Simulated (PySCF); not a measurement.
# CH6N2Si2: one change and its effect

System: CH6N2Si2.
Method of run 1: GIAO HF/pcSseg-2 NMR shielding, non-relativistic, gas phase (PySCF 2.14.0).

The geometry comes from this level: PBE0-D3(BJ)/def2-SVP. Text and figures count atoms from 1; the logs count them from 0 in places.

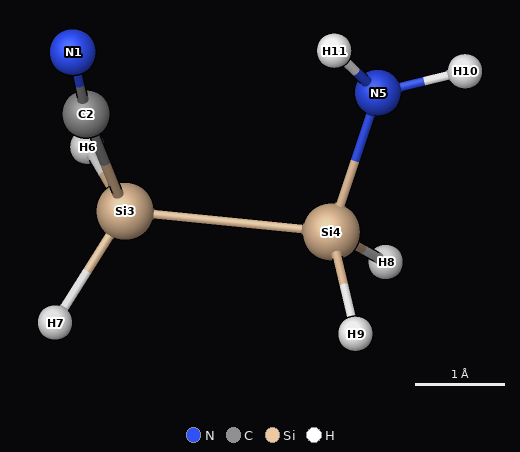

Fig. 1: The input geometry (ball-and-stick view, seen at a tilt; atoms are numbered from 1 in the order of the input). Bond lengths as drawn: C–N 1.16 Å, C–Si 1.86 Å, H–N 1.01 to 1.02 Å, H–Si 1.49 to 1.50 Å, N–Si 1.73 Å and Si–Si 2.35 Å.

### Input file, run 1
```
{"job": {"kind": "nmr", "xc": "HF", "basis": "pcSseg-2", "pop": false}, "charge": 0, "multiplicity": 1}
N     -1.540047     2.552549     0.201363
C     -1.608479     1.397774     0.103738
Si    -1.518457    -0.459151    -0.043856
Si     0.751185    -0.912871     0.365659
N      1.573059     0.375610    -0.440954
H     -1.957624    -0.795194    -1.428546
H     -2.478525    -1.022786     0.948470
H      1.147399    -2.214882    -0.250288
H      0.936782    -1.044688     1.850153
H      2.578016     0.345622    -0.573875
H      1.252675     1.329158    -0.301480
```

The first line tells a small driver script what to run in PySCF; the rest is the geometry in Å.

Command:
```bash
OMP_NUM_THREADS=1 python <driver script> task.json out
```

Hardware: 1 CPU thread, shared host.

### Output (run 1)
```
final grid: 89280 points
cycle   1  E = -728.1321105508  dE =  1.830e-01  |g| = 5.251e-01  |ddm| = 2.406e+00
cycle   2  E = -728.1951769470  dE = -6.307e-02  |g| = 4.081e-01  |ddm| = 5.230e-01
cycle   3  E = -728.2303313900  dE = -3.515e-02  |g| = 8.526e-02  |ddm| = 2.378e-01
cycle   4  E = -728.2332541743  dE = -2.923e-03  |g| = 2.488e-02  |ddm| = 1.016e-01
cycle   5  E = -728.2334720665  dE = -2.179e-04  |g| = 7.178e-03  |ddm| = 2.748e-02
cycle   6  E = -728.2334916096  dE = -1.954e-05  |g| = 2.737e-03  |ddm| = 7.909e-03
cycle   7  E = -728.2334944205  dE = -2.811e-06  |g| = 7.830e-04  |ddm| = 3.522e-03
cycle   8  E = -728.2334946494  dE = -2.289e-07  |g| = 1.586e-04  |ddm| = 1.101e-03
cycle   9  E = -728.2334946627  dE = -1.331e-08  |g| = 3.429e-05  |ddm| = 2.825e-04
cycle  10  E = -728.2334946637  dE = -9.989e-10  |g| = 1.440e-05  |ddm| = 6.269e-05
converged SCF energy = -728.2334946637

GIAO shielding tensors (ppm)
atom      isotropic    diamagn.    paramagn.     s11        s22        s33       span
  0 N     -117.474     330.919    -448.393   -322.910   -321.050    291.538    614.448
  1 C       56.432     270.018    -213.586    -64.115    -61.686    295.098    359.214
  2 Si     467.754     876.031    -408.277    457.202    461.670    484.390     27.188
  3 Si     437.651     875.045    -437.394    395.515    421.451    495.987    100.472
  4 N      268.703     319.572     -50.869    245.246    260.516    300.347     55.102
  5 H       27.773      28.701      -0.928     24.890     25.652     32.777      7.886
  6 H       27.888      28.235      -0.347     24.766     25.776     33.120      8.354
  7 H       27.224      29.177      -1.953     24.507     25.188     31.979      7.472
  8 H       27.140      29.367      -2.227     23.860     25.062     32.498      8.638
  9 H       31.046      31.311      -0.265     23.134     26.251     43.752     20.618
 10 H       30.645      34.591      -3.946     22.305     27.637     41.992     19.687
```

For run 2 the input was changed thus:
```diff
-"xc": "HF"
+"xc": "B97-2"
```

What does this change do to the results?

The total energies belong to different methods, so their difference says nothing on which is more stable or more accurate. The HOMO goes from −10.92 to −7.50 eV. The LUMO goes from 2.03 to −0.96 eV. The dipole moment goes from 3.50 to 3.31 D. Of all shieldings, the largest change is that of Si4, by −33.7 ppm. The method changes from HF to B97-2. The SCF takes 14 iterations against 10.

### Output (run 2)
```
coarse grid: 10184 points
cycle   1  E = -730.2029596697  dE =  1.756e-01  |g| = 5.354e-01  |ddm| = 2.452e+00
cycle   2  E = -730.0317052035  dE =  1.713e-01  |g| = 1.008e+00  |ddm| = 8.829e-01
cycle   3  E = -730.2592417079  dE = -2.275e-01  |g| = 2.070e-01  |ddm| = 6.406e-01
cycle   4  E = -730.2676158592  dE = -8.374e-03  |g| = 6.585e-02  |ddm| = 1.201e-01
cycle   5  E = -730.2685384361  dE = -9.226e-04  |g| = 1.299e-02  |ddm| = 4.521e-02
cycle   6  E = -730.2685775390  dE = -3.910e-05  |g| = 2.392e-03  |ddm| = 1.124e-02
cycle   7  E = -730.2685792011  dE = -1.662e-06  |g| = 3.889e-04  |ddm| = 2.857e-03
final grid: 89280 points
cycle   8  E = -730.2761344676  dE = -5.780e-05  |g| = 4.520e-03  |ddm| = 3.641e-02
cycle   9  E = -730.2761337346  dE =  7.330e-07  |g| = 3.419e-03  |ddm| = 2.955e-03
cycle  10  E = -730.2761342584  dE = -5.238e-07  |g| = 2.727e-03  |ddm| = 2.698e-03
cycle  11  E = -730.2761357980  dE = -1.540e-06  |g| = 5.764e-04  |ddm| = 1.323e-03
cycle  12  E = -730.2761358699  dE = -7.192e-08  |g| = 8.740e-05  |ddm| = 3.416e-04
cycle  13  E = -730.2761358714  dE = -1.435e-09  |g| = 1.505e-05  |ddm| = 5.894e-05
cycle  14  E = -730.2761358714  dE = -5.980e-11  |g| = 2.250e-06  |ddm| = 1.699e-05
converged SCF energy = -730.2761358714

GIAO shielding tensors (ppm)
atom      isotropic    diamagn.    paramagn.     s11        s22        s33       span
  0 N     -104.080     332.554    -436.634   -304.953   -301.361    294.074    599.027
  1 C       58.437     267.133    -208.695    -56.469    -55.029    286.810    343.279
  2 Si     444.428     879.585    -435.157    434.731    441.267    457.287     22.556
  3 Si     403.906     878.868    -474.961    356.307    384.022    471.390    115.083
  4 N      261.219     318.876     -57.657    234.598    252.154    296.905     62.308
  5 H       27.262      28.685      -1.423     24.390     25.293     32.104      7.714
  6 H       27.352      28.159      -0.807     24.263     25.384     32.410      8.147
  7 H       26.508      29.039      -2.530     23.926     24.665     30.935      7.009
  8 H       26.268      29.237      -2.969     22.808     24.250     31.746      8.938
  9 H       31.045      30.905       0.140     23.362     26.649     43.123     19.762
 10 H       30.651      34.267      -3.616     22.604     28.054     41.296     18.692
```

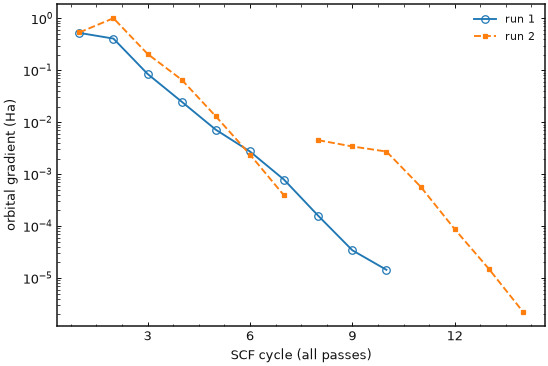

Fig. 2: Convergence of the two runs: orbital gradient against the SCF cycle. A break in a curve parts two SCF passes (coarse and final grid). Run 1 takes 10 cycles in all, and run 2 takes 14.

### The two runs side by side

| quantity | run 1 | run 2 |
| --- | --- | --- |
| outcome | converged | converged |
| total energy (hartree) | −728.233495 | −730.276136 |
| HOMO (eV) | −10.92 | −7.50 |
| LUMO (eV) | 2.03 | −0.96 |
| dipole moment (D) | 3.50 | 3.31 |
| shielding of N1 (ppm) | −117.5 | −104.1 |
| shielding of C2 (ppm) | 56.4 | 58.4 |
| shielding of Si3 (ppm) | 467.8 | 444.4 |
| shielding of Si4 (ppm) | 437.7 | 403.9 |
| shielding of N5 (ppm) | 268.7 | 261.2 |
| shielding of H8 (ppm) | 27.2 | 26.5 |
| shielding of H9 (ppm) | 27.1 | 26.3 |
| SCF iterations | 10 | 14 |
| basis functions | 278 | 278 |
| wall time (shared host) | 28 s | 36 s |
